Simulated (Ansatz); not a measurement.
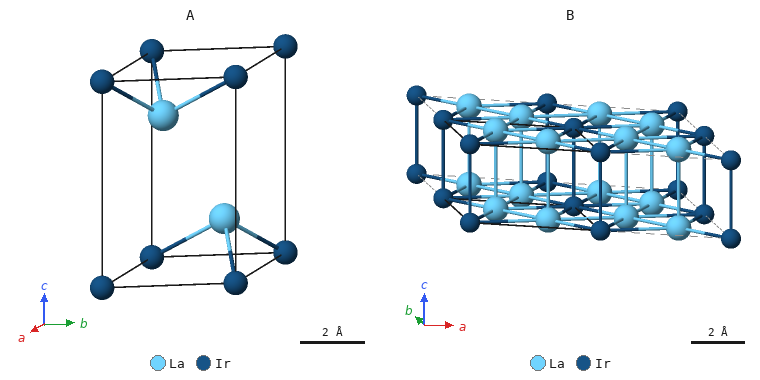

Two structures of La$_{2}$Ir, each relaxed to rest (conventional cells in solid outline, small ones repeated, not to one scale). Method: Ansatz, DFT PBE, scalar-relativistic, plane waves, PAW, without spin polarisation.

What are A and B?

Answer. A: 3 atoms a cell on a primitive hexagonal lattice, P-3m1. B: 3 atoms a cell on a primitive hexagonal lattice, P6/mmm.

Which of the two does the method prefer?

Answer. A is lower, by 843 meV/atom at this level of theory (energies at zero smearing). Volumes: A 35.4, B 24.8 Å³/atom.

One or both may be structure types tried for this composition rather than known phases.
